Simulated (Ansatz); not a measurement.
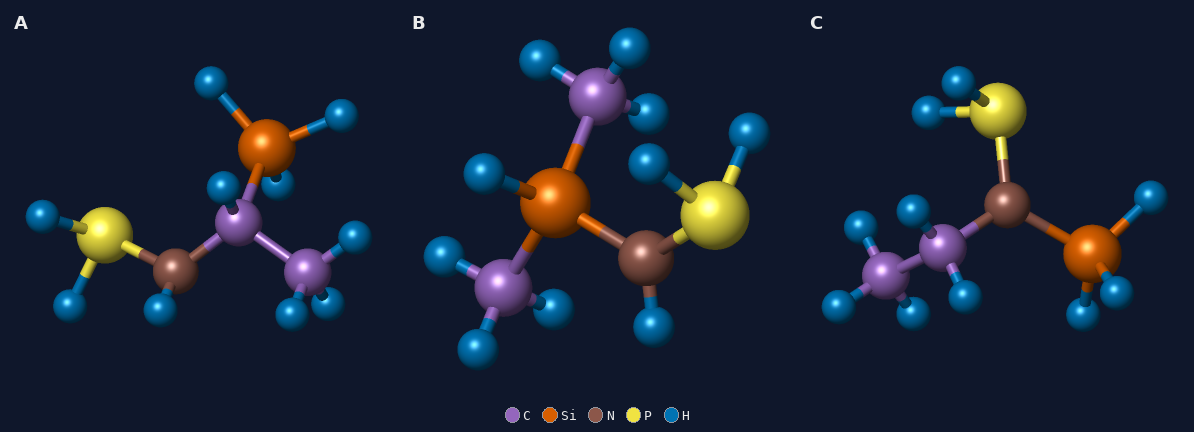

Source: calculation with Ansatz.

**Which panel belongs to which SMILES?**
(1) C[SiH](C)NP
(2) C[C@@H]([SiH3])NP
(3) CCN([SiH3])P

A is (2), B is (1), C is (3).
